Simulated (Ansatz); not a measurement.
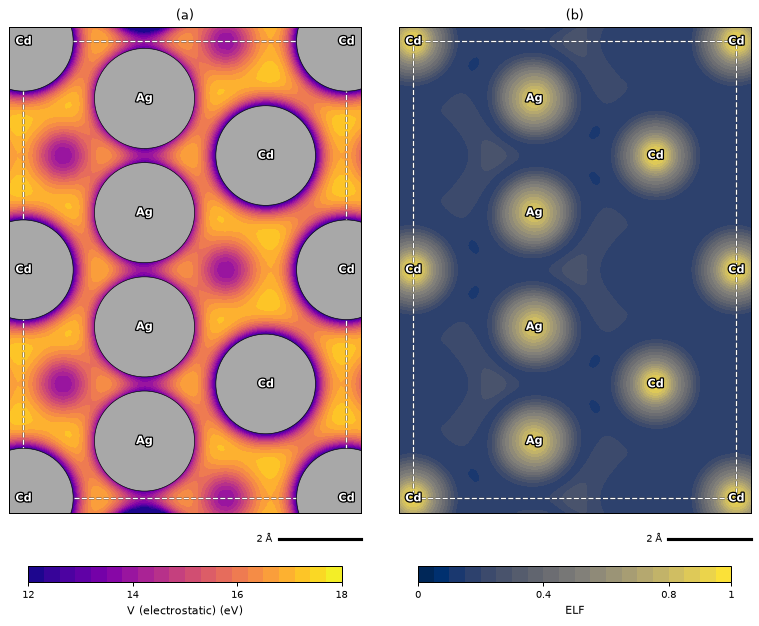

The picture shows: CdAg₂. (a) electrostatic potential (local pseudopotential plus Hartree) felt by an electron; (b) electron localisation function on the (101) plane of the conventional cell. Grey discs cover the atomic cores in the potential map.

Space group Fd-3m; a structure generated by program, which may or may not match a known phase; computed pressure about −3 GPa in this cell.

The calculation used DFT r2SCAN, scalar-relativistic, plane waves, PAW in Ansatz.

### What do the fields say about this system?

Atoms in the plane: Cd and Ag. Ag–Ag (2.78 Å): the ELF is about 0.15 at the midpoint: no localised pair shows between them. Cd–Ag (3.26 Å): the ELF is about 0.15 at the midpoint: no shared electron pair shows on this line. Cd–Cd (3.40 Å): the ELF is about 0.15 at the midpoint: no shared electron pair shows on this line. The features right at Cd and Ag lie inside the PAW spheres, where the map follows smoothed inner orbitals and isn't to be read closely. Outside the cores the potential energy rises away from the atoms and is highest about 1.9 Å from the nearest atoms; its zero is arbitrary.
